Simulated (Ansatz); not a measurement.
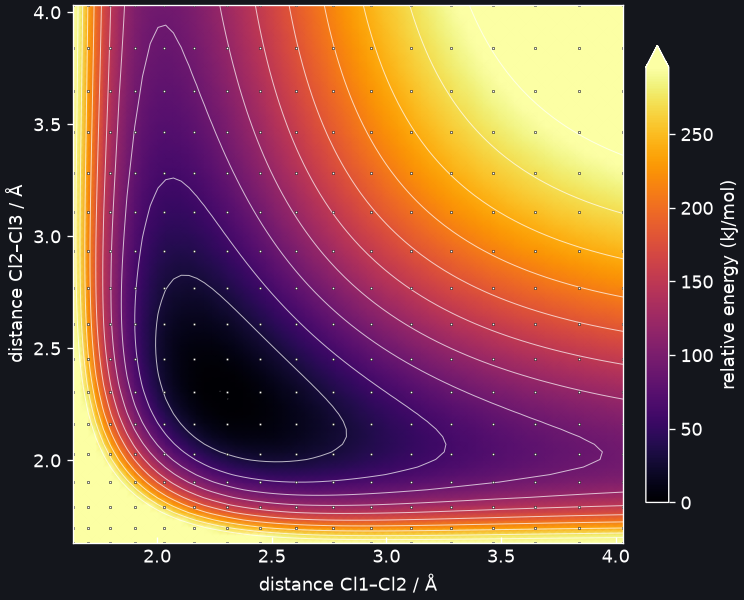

The system Cl⁻ + Cl₂. 
- Coordinates scanned: (1) distance Cl1–Cl2; (2) distance Cl2–Cl3.
- Nothing is relaxed (the angle Cl1–Cl2–Cl3 is fixed at 180 degrees).
- The grid has 17 × 17 points; 153 points were computed and 136 follow by symmetry.
- Points are written as (first, second).
- All energies are given in kJ/mol relative to the lowest grid point.
- The reference is spin-restricted, so regions where a bond is pulled apart into radicals lie too high.
- Theory: RKS PBE0-D4/def2-TZVPD (Ansatz 0.2.0).

In the figure: a smooth colour map with a few white contour lines, dots at the grid points, one colour for all values above the top of the scale. Between grid points the surface is interpolated.

The lowest grid point is at (2.303 Å, 2.303 Å). It is the only kind of minimum in the scanned range. The highest grid point, (1.632 Å, 1.632 Å), lies 1092 kJ/mol above the lowest. Round the minimum the valley is somewhat tilted: raising distance Cl1–Cl2 shifts the best value of distance Cl2–Cl3 downwards (coupling k₁₂/√(k₁₁k₂₂) about 0.5).

The level of theory is changed to RKS CAM-B3LYP-D4/def2-TZVPD in Ansatz 0.2.0; with it change the reference geometry, relaxed at the new level; the new grid has 16 × 16 points.

Question: What does this change do to the map?

Answer: The minimum (interpolated where it lies between grid points) moves from about (2.293 Å, 2.293 Å) to about (2.306 Å, 2.306 Å). The curvature at the minimum changes by less than a tenth (about 5.9) eV/Å² along distance Cl1–Cl2 and by less than a tenth (about 5.9) eV/Å² along distance Cl2–Cl3.

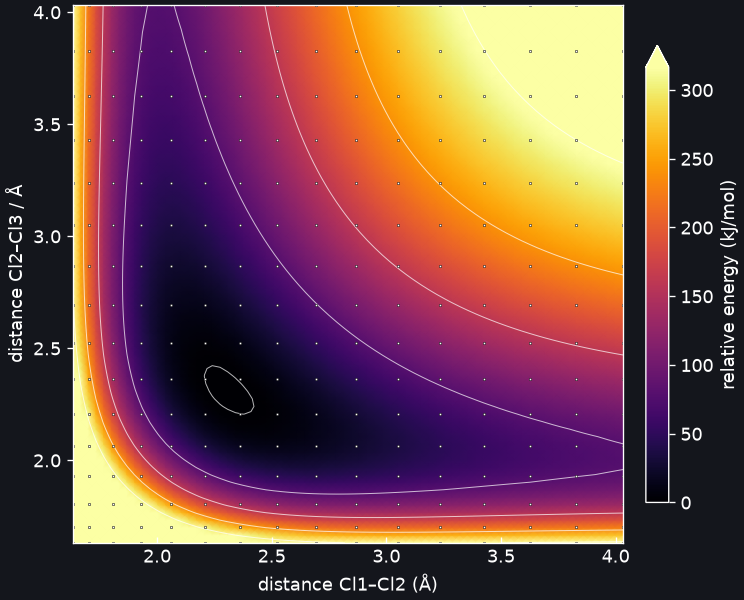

The map after the change, on a colour scale of its own. The picture shows a smooth colour map with a few white contour lines, dots at the grid points, one colour for all values above the top of the scale. Between grid points the surface is interpolated.
